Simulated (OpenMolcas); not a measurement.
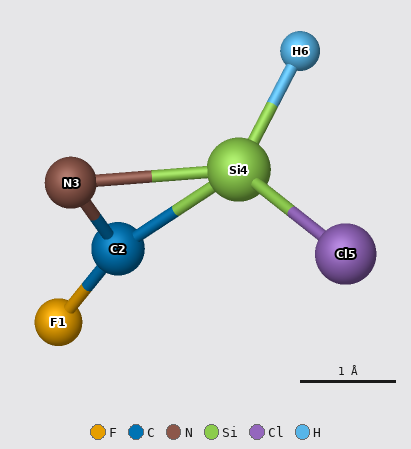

Figure 1. The structure (ball-and-stick view, seen at a tilt; atoms are numbered from 1 in the order of the input). Bond lengths as drawn: Cl–Si 2.02 Å, C–F 1.31 Å, C–N 1.27 Å, C–Si 1.76 Å, H–Si 1.47 Å and N–Si 1.77 Å.

**Run report: CHClFNSi, single-point calculation (part 1 of 3)**

System: CHClFNSi, SMILES FC1=N[SiH]1Cl.
Method: CASSCF/ANO-RCC-VDZP, DKH2 (OpenMolcas 26.06).

The geometry comes from this level: PBE0-D4/def2-TZVP.

### The input
```
>>> EXPORT MOLCAS_PRINT=2

&gateway
  coord=input.xyz
  basis=ANO-RCC-MB
  group=NoSym

&seward

&rasscf
  fileorb=$CurrDir/step1.LocOrb
  alter=2
  1 23 27
  1 28 29
  spin=1
  nactel=2 0 0
  inactive=26
  ras2=2
  orblisting=Nothing
>>> COPY $Project.RunFile RUNFIL1
>>> COPY $Project.RasOrb INPORB

&gateway
  coord=input.xyz
  basis=ANO-RCC-VDZP
  group=NoSym
  ricd

&seward
>>> COPY $Project.RunFile RUNFIL2

&expbas

&rasscf
  fileorb=$Project.ExpOrb
  spin=1
  nactel=2 0 0
  inactive=26
  ras2=2
  orblisting=Nothing
```

### File input.xyz
```
6

F      0.158300    -2.281300    -0.638700
C      0.216600    -1.043700    -0.212100
N      1.240300    -0.391700     0.161000
Si    -0.233900     0.593200     0.234800
Cl    -0.525700     2.070200    -1.116500
H     -0.813600     0.989400     1.525400
```

Machine: 1 thread of Arm Neoverse V2, 24 GiB of memory available, shared host.

Launched with:
```bash
export MOLCAS_MEM=1860
pymolcas step2.input > step2.log
```

### Log
```
--- Start Module: gateway ---

                                              &GATEWAY

                       available to each process: 1.9 GB of memory, 1 thread

++    Symmetry information:
      ---------------------

                    Character Table for C1

                             E
                    a        1  x, y, xy, Rz, z, xz, Ry, yz, Rx, I
--

++    Basis set information:
      ----------------------

      Basis set label: F.ANO-RCC...2S1P.

      Electronic valence basis set:
      ------------------
      Associated Effective Charge   9.000000 au
      Associated Actual Charge      9.000000 au
      Nuclear Model: Point charge

      Shell  nPrim  nBasis  Cartesian Spherical Contaminant
         s      14       2        X
         p       9       1        X

      Basis set label: C.ANO-RCC...2S1P.

      Electronic valence basis set:
      ------------------
      Associated Effective Charge   6.000000 au
      Associated Actual Charge      6.000000 au
      Nuclear Model: Point charge

      Shell  nPrim  nBasis  Cartesian Spherical Contaminant
         s      14       2        X
         p       9       1        X

      Basis set label: N.ANO-RCC...2S1P.

      Electronic valence basis set:
      ------------------
      Associated Effective Charge   7.000000 au
      Associated Actual Charge      7.000000 au
      Nuclear Model: Point charge

      Shell  nPrim  nBasis  Cartesian Spherical Contaminant
         s      14       2        X
         p       9       1        X

      Basis set label: SI.ANO-RCC...3S2P.

      Electronic valence basis set:
      ------------------
      Associated Effective Charge  14.000000 au
      Associated Actual Charge     14.000000 au
      Nuclear Model: Point charge

      Shell  nPrim  nBasis  Cartesian Spherical Contaminant
         s      17       3        X
         p      12       2        X

      Basis set label: CL.ANO-RCC...3S2P.

      Electronic valence basis set:
      ------------------
      Associated Effective Charge  17.000000 au
      Associated Actual Charge     17.000000 au
      Nuclear Model: Point charge

      Shell  nPrim  nBasis  Cartesian Spherical Contaminant
         s      17       3        X
         p      12       2        X

      Basis set label: H.ANO-RCC...1S.

      Electronic valence basis set:
      ------------------
      Associated Effective Charge   1.000000 au
      Associated Actual Charge      1.000000 au
      Nuclear Model: Point charge

      Shell  nPrim  nBasis  Cartesian Spherical Contaminant
         s       8       1        X
--

++    Molecular structure info:
      -------------------------

                    ************************************************
                    **** Cartesian Coordinates / bohr, angstrom ****
                    ************************************************

     Center  Label                x              y              z                     x              y              z
        1      F1               0.299144      -4.311032      -1.206968              0.158300      -2.281300      -0.638700
        2      C2               0.409315      -1.972307      -0.400811              0.216600      -1.043700      -0.212100
        3      N3               2.343827      -0.740206       0.304246              1.240300      -0.391700       0.161000
        4      SI4             -0.442007       1.120986       0.443708             -0.233900       0.593200       0.234800
        5      CL5             -0.993429       3.912111      -2.109879             -0.525700       2.070200      -1.116500
        6      H6              -1.537481       1.869695       2.882588             -0.813600       0.989400       1.525400

                    ***************************************
                    *    InterNuclear Distances / bohr    *
                    ***************************************

               1 F1            2 C2            3 N3            4 SI4           5 CL5           6 H6
    1 F1       0.000000
    2 C2       2.476219        0.000000
    3 N3       4.383526        2.399483        0.000000
    4 SI4      5.725456        3.317592        3.353260        0.000000
    5 CL5      8.372937        6.286094        6.213641        3.822990        0.000000
    6 H6       7.635382        5.415875        5.340785        2.776467        5.421456        0.000000

                    *******************************************
                    *    InterNuclear Distances / angstrom    *
                    *******************************************

               1 F1            2 C2            3 N3            4 SI4           5 CL5           6 H6
    1 F1       0.000000
    2 C2       1.310359        0.000000
    3 N3       2.319662        1.269752        0.000000
    4 SI4      3.029781        1.755594        1.774469        0.000000
    5 CL5      4.430768        3.326458        3.288117        2.023039        0.000000
    6 H6       4.040470        2.865958        2.826222        1.469243        2.868911        0.000000

                    **************************************
                    *    Valence Bond Angles / degree    *
                    **************************************
                          Atom centers                 Phi
                      1 F1       2 C2       3 N3       128.06
--

            Nuclear Potential Energy            257.91614460 au

--- Stop Module: gateway /rc=_RC_ALL_IS_WELL_ ---

--- Start Module: seward ---

                                              &SEWARD

                       available to each process: 1.9 GB of memory, 1 thread

               SEWARD will generate:
                  Multipole Moment integrals up to order  2
                  Kinetic Energy integrals
                  Nuclear Attraction integrals (point charge)
                  One-Electron Hamiltonian integrals
                  Velocity integrals
                  Relativistic Douglas-Kroll-Hess integrals:
                    - Parametrization         : EXP
                    - DKH order of Hamiltonian: 2
                    - DKH order of Properties : 0
                         - multipole moment operators
                         - electric potential operators
                         - contact operators
                  Orbital angular momentum around ( -0.0481   0.4966  -0.7521 )
                  Velocity quadrupole around ( -0.0481   0.4966  -0.7521 )
                  Atomic mean-field integrals
                  Two-Electron Repulsion integrals

                   Integrals are discarded if absolute value <: 1.00E-14
                   Integral cutoff threshold is set to       <: 1.00E-16

            Nuclear Potential Energy            257.91614460 au

      Basis set specifications :
      Symmetry species         a
      Basis functions           34

--- Stop Module: seward /rc=_RC_ALL_IS_WELL_ ---
--- Module seward spent 1 second ---

--- Start Module: rasscf ---

                                              &RASSCF

                       available to each process: 1.9 GB of memory, 1 thread

      Header of the ONEINT file:
      --------------------------

      OrdInt status: non-squared

      Cartesian coordinates in angstrom:
      -----------------------------------------------------
      No.  Label        X            Y            Z
      -----------------------------------------------------
       1   F1         0.15830000  -2.28130000  -0.63870000
       2   C2         0.21660000  -1.04370000  -0.21210000
       3   N3         1.24030000  -0.39170000   0.16100000
       4   SI4       -0.23390000   0.59320000   0.23480000
       5   CL5       -0.52570000   2.07020000  -1.11650000
       6   H6        -0.81360000   0.98940000   1.52540000
      -----------------------------------------------------
      Nuclear repulsion energy =  257.91614460

++    Wave function specifications:
      -----------------------------

      Number of closed shell electrons          52
      Number of electrons in active shells       2
      Max number of holes in RAS1 space          0
      Max nr of electrons in RAS3 space          0
      Number of inactive orbitals               26
      Number of active orbitals                  2
      Number of secondary orbitals               6
      Spin quantum number                      0.0
      State symmetry                             1
--

++    Orbital specifications:
      -----------------------

      Symmetry species                           1
                                                 a
      Frozen orbitals                            0
      Inactive orbitals                         26
      Active orbitals                            2
      RAS1 orbitals                              0
      RAS2 orbitals                              2
      RAS3 orbitals                              0
      Secondary orbitals                         6
      Deleted orbitals                           0
      Number of basis functions                 34
--

++    CI expansion specifications:
      ----------------------------

      Number of CSFs                             3
      Number of spin combinations                3
      Number of determinants                     4
      Number of root(s) required                 1
      Root chosen for geometry opt.              1
      CI root used                               1

      highest root included in the CI            1
      max. size of the explicit Hamiltonian      3
--

++    Optimization specifications:
      ----------------------------

      RASSCF algorithm: Conventional
      Maximum number of macro iterations       200
      Maximum number of SX iterations          100
      Threshold for RASSCF energy            1.000E-08
      Threshold for max MO rotation          1.000E-01
      Threshold for max BLB element          1.000E-04
      Level shift parameter                  5.000E-01
      Make Quasi-Newton update
--

      The MO-coefficients are taken from the file:
      step1.LocOrb
      Title:Localised orbitals

      Total molecular charge    0.00

      Molecular orbitals exchanged:
        In symmetry  1 :  23  27
        In symmetry  1 :  28  29

      ************************************************************************************************************************
      *                                            Wave function control section                                             *
      ************************************************************************************************************************

                                         RASSCF iterations: Energy and convergence statistics
                                         ----------------------------------------------------

          iter iter root      energy       change     param      element    value   shift minimum  type update hh:mm:ss
 Nr of preliminary CI iterations:   1
        1   1    9    1  -942.58029576    0.00E+00   1.90E-01*  28  32 1  2.92E-03*  0.00   0.00    SX    NO    0:00:00
        2   1   10    1  -942.58237637   -2.08E-03*  6.24E-02   16  28 1  3.41E-03*  0.00   0.00    SX    NO    0:00:00
        3   1    9    1  -942.58270285   -3.26E-04*  3.11E-02   16  28 1  2.82E-03*  0.00   0.00    SX    NO    0:00:00
        4   1    8    1  -942.58278763   -8.48E-05*  1.54E-02   16  28 1  1.73E-03*  0.00   0.00    SX    NO    0:00:00
        5   1    8    1  -942.58280977   -2.21E-05*  1.32E-02   16  28 1  9.36E-04*  0.00   1.89    LS   YES    0:00:00
        6   1    7    1  -942.58281728   -7.51E-06*  2.14E-03   16  28 1  2.28E-04*  0.00   1.17    QN   YES    0:00:00
        7   1    7    1  -942.58281759   -3.04E-07* -6.56E-04   24  31 1  5.06E-05   0.00   1.14    QN   YES    0:00:00
        8   1    6    1  -942.58281763   -4.48E-08* -6.60E-04   16  28 1 -2.81E-05   0.00   1.33    QN   YES    0:00:00
        9   1    6    1  -942.58281765   -1.75E-08*  3.76E-04   16  28 1 -1.89E-05   0.00   1.27    QN   YES    0:00:00
       10   1    6    1  -942.58281765   -4.36E-09   1.47E-04   23  31 1  1.56E-05   0.00   1.13    QN   YES    0:00:00
      Convergence after 10 iterations
       11   1    6    1  -942.58281766   -1.08E-09   1.47E-04   21  34 1 -5.66E-06   0.00   1.13    QN   YES    0:00:00

      ************************************************************************************************************************
                                                      Wave function printout:
                       occupation of active orbitals, and spin coupling of open shells (u,d: Spin up or down)
      ************************************************************************************************************************

      Note: transformation to natural orbitals
      has been made, which may change the order of the CSFs.

      printout of CI-coefficients larger than  0.05 for root  1
      energy=    -942.582818
      conf/sym  11     Coeff  Weight
             1  20   0.99603 0.99208
             3  02  -0.08897 0.00792

      Natural orbitals and occupation numbers for root  1
      sym 1:   1.984168   0.015832

      ************************************************************************************************************************
      *                                                    Final results                                                     *
      ************************************************************************************************************************

++    Final optimization conditions:
      ------------------------------

      Average CI energy                            -942.58281766
      RASSCF energy for state  1                   -942.58281766
      Super-CI energy                                -0.00000000
      RASSCF energy change                           -0.00000000
      Max change in MO coefficients               1.019E-04
      Max non-diagonal density matrix element     1.470E-04
      Maximum BLB matrix element                 -5.664E-06
      (orbital pair  21,  34 in symmetry   1)
      Norm of electronic gradient            1.164E-05
--

      Final state energy(ies):
      ------------------------

::    RASSCF root number  1 Total energy:   -942.58281766
      Von Neumann Entropy (Root   1) =  0.06664

      Mulliken population analysis for root number:  1
      -----------------------------------------------

++    Molecular charges:
      ------------------

      Mulliken charges per centre
      ---------------------------

                F1      C2      N3      SI4     CL5     H6
      Total    9.2957  5.9289  7.3543 13.1044 17.3035  1.0131

      N-E     -0.2957  0.0711 -0.3543  0.8956 -0.3035 -0.0131

      Total electronic charge=   54.000000

      Total            charge=   -0.000000
--

      Expectation values of various properties for root number:  1
      -----------------------------------------------------------

++    Molecular properties:
      ---------------------

      Charge (e):
                      =   -0.0000
      Dipole Moment (debye):
      Origin of the operator (angstrom)=   -0.0254    0.2628   -0.3980
                   X= -1.5434E+00               Y=  9.1551E-01               Z=  1.6606E+00           Total=  2.4449E+00
      Quadrupole Moment (debye*angstrom):
      Origin of the operator (angstrom)=   -0.0254    0.2628   -0.3980
                  XX= -4.8088E+01              XY=  2.1119E+00              XZ= -1.7402E+00              YY= -5.2822E+01
                  YZ=  1.3368E+00              ZZ= -4.4481E+01
      In traceless form (debye*angstrom)
                  XX=  5.6361E-01              XY=  3.1678E+00              XZ= -2.6103E+00              YY= -6.5375E+00
                  YZ=  2.0052E+00              ZZ=  5.9739E+00
--

      LoProp population analysis for root number:  1
      -----------------------------------------------

++    LoProp analysis:
      ----------------

++    Static properties:
      ------------------

      LoProp Charges per center

                   F1       C2       N3       SI4      CL5      H6
      Nuclear      9.0000   6.0000   7.0000  14.0000  17.0000   1.0000
      Electronic  -9.1971  -5.9468  -7.2670 -13.3443 -17.2062  -1.0387

      Total       -0.1971   0.0532  -0.2670   0.6557  -0.2062  -0.0387
--

      Natural Bond Order analysis for root number:  1
```
